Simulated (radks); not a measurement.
**Run report: Mo, atomic calculation**

The neutral molybdenum atom in the configuration [Kr] 4d5 5s1. It sits in a hard spherical wall of radius 5 bohr. Computed at this level: scalar-relativistic Kohn-Sham, PBE, spin-unpolarised, spherical densities, finite nucleus (the in-house radial solver radks).

### Input file
```
Z 42
configuration [Kr] 4d5 5s1 5p0 6s0 4f0
relativity scalar-relativistic
functional pbe,pbe
spin unpolarised
nucleus finite rms 4.4091 fm
wall 5 bohr
c 137.035999084
```

Energies in input and log are in hartree, lengths in bohr (the nuclear radius in fm).

### Log
```
1s      1   2.0000        -728.30842544
2s      1   2.0000        -102.74390686
2p      1   6.0000         -91.83718275
3s      1   2.0000         -17.37573821
3p      1   6.0000         -13.80096275
3d      1  10.0000          -7.98464486
4s      1   2.0000          -2.23689594
4p      1   6.0000          -1.29016492
4d      1   5.0000          -0.02428615
5s      1   1.0000           0.00017947
5p      1   0.0000           0.20880079
6s      1   0.0000           0.95566797
4f      1   0.0000           0.66135400
Etot -4048.4056819242105
Ekin 4175.001638654518
Encl -9762.829095841718
Eh 1663.043634902239
Exc -123.62185963924918
err 2.9784875581905044e-09
it 15
```

### Orbitals

| orbital | occupation | energy (eV) | ⟨r⟩ (bohr) | outer maximum (bohr) |
| --- | --- | --- | --- | --- |
| 1s | 2 | −19818.3 | 0.03517 | 0.0229 |
| 2s | 2 | −2795.8 | 0.1537 | 0.130 |
| 2p | 6 | −2499.0 | 0.1340 | 0.104 |
| 3s | 2 | −472.818 | 0.4289 | 0.384 |
| 3p | 6 | −375.543 | 0.4306 | 0.377 |
| 3d | 10 | −217.273 | 0.4153 | 0.323 |
| 4s | 2 | −60.869 | 1.110 | 0.990 |
| 4p | 6 | −35.107 | 1.244 | 1.07 |
| 4d | 5 | −0.661 | 1.868 | 1.40 |
| 5s | 1 | 0.005 | 2.788 | 2.73 |
| 5p | 0 | 5.682 | 2.973 | 3.05 |
| 4f | 0 | 17.996 | 3.081 | 3.25 |
| 6s | 0 | 26.005 | 2.994 | 3.93 |

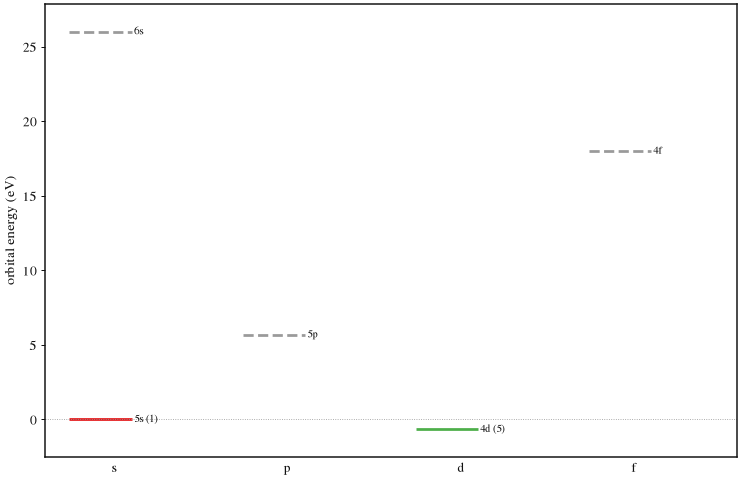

**Figure 1.** The outer levels are drawn by angular momentum (occupations in brackets, empty levels dashed). The highest occupied level is 5s at 0.00488 eV. From the top down the occupied levels run 5s (0.00488 eV), 4d (−0.661 eV). The wall pushes the highest level above zero, where only the wall holds the electron in.

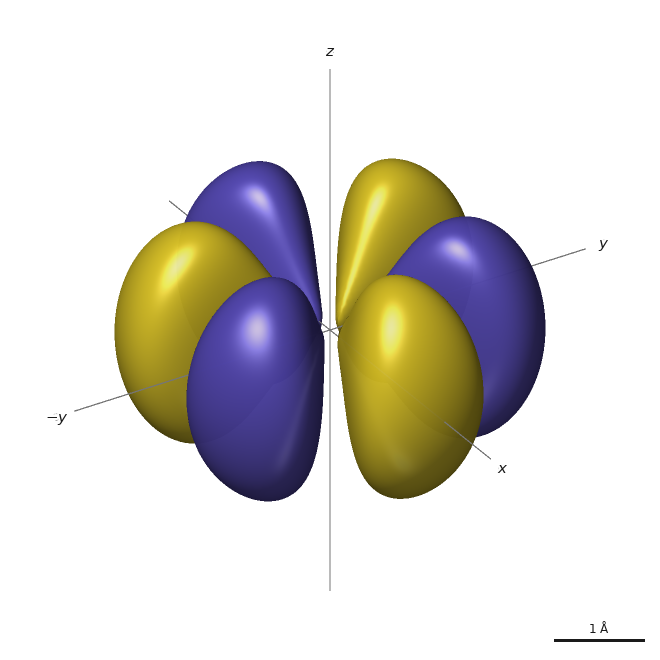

**Figure 2.** The 4f(x(x²−3y²)) orbital. The radial function comes from the spherical calculation and is multiplied by a real spherical harmonic; the overall sign is chosen so that the largest lobe of P(r) is positive; at the scalar-relativistic level it is the large component. The surface of constant |ψ| that holds about 90 % of the electron is drawn, yellow where ψ is positive and blue where it is negative. It has three nodal planes that hold the z axis and no radial node. The maximum of P² lies at 3.25 bohr, ⟨r⟩ = 3.08 bohr, 90 % of the charge lies within 4.06 bohr, and the eigenvalue is 18.0 eV (the orbital is empty).

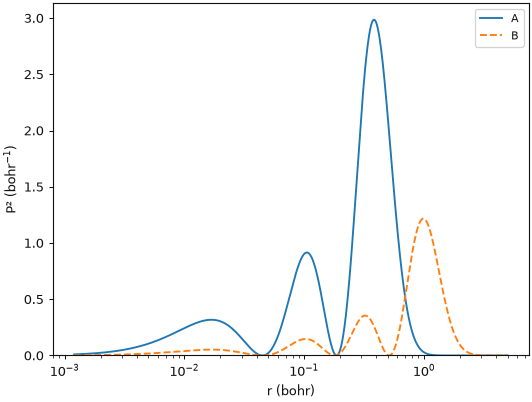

**Figure 3.** The radial probability densities P² of 3s and 4s. A is 3s; B is 4s. 3s: outer maximum at 0.384 bohr, ⟨r⟩ = 0.429 bohr, 2 nodes, eigenvalue −472.8 eV; 4s: outer maximum at 0.990 bohr, ⟨r⟩ = 1.11 bohr, 3 nodes, eigenvalue −60.9 eV.

### Results in brief

```
                       quantity                      value
                        outcome                  converged
                   total energy         −4048.4057 hartree
                 kinetic energy          4175.0016 hartree
        electron–nucleus energy         −9762.8291 hartree
                 Hartree energy          1663.0436 hartree
    exchange–correlation energy        −123.621860 hartree
radius at density 0.001 e/bohr³                  4.21 bohr
           pressure on the wall                   16.7 GPa
                 SCF iterations                         15
                       hardware  1 CPU thread, shared host
```
